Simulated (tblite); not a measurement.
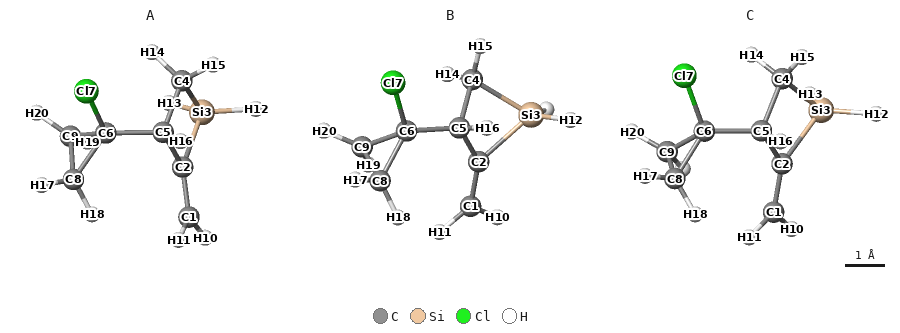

3 geometries from one relaxation of C$_{7}$H$_{11}$ClSi, in shuffled order. The picture is a ball-and-stick view, seen at a tilt.

All numbers below come from GFN2-xTB geometry optimisation, gas phase (tblite). 

Q: Order the frames from highest to lowest energy.

A: B, C, A. They are steps 0, 60, 133, at +99.0 kJ/mol, +8.70 kJ/mol relative to the last. The largest moves after the best rigid fit, 2.07 Å, are those of H12 and H13. Largest moves by element: H 2.07 Å, C 1.03 Å, Si 0.99 Å, Cl 0.28 Å. Among the contacts that change: C2–C5 1.441 → 1.519 Å, C8–H17 1.136 → 1.079 Å, Si3–C4 1.870 → 1.913 Å, C5–H16 1.137 → 1.095 Å. Bond angles that change, for instance: C1–C2–C5 144.0° → 128.0°, H14–C4–H15 117.2° → 107.3°, C1–C2–Si3 127.8° → 137.3°. Groups turn about C2–C5 by about 55°, C4–C5 by about 55°, C2–Si3 by about 45°. The energy falls by 99.0 kJ/mol in 133 geometry steps. Cost: 2.4 s on 1 thread of Arm Neoverse N1, with other jobs on the host.
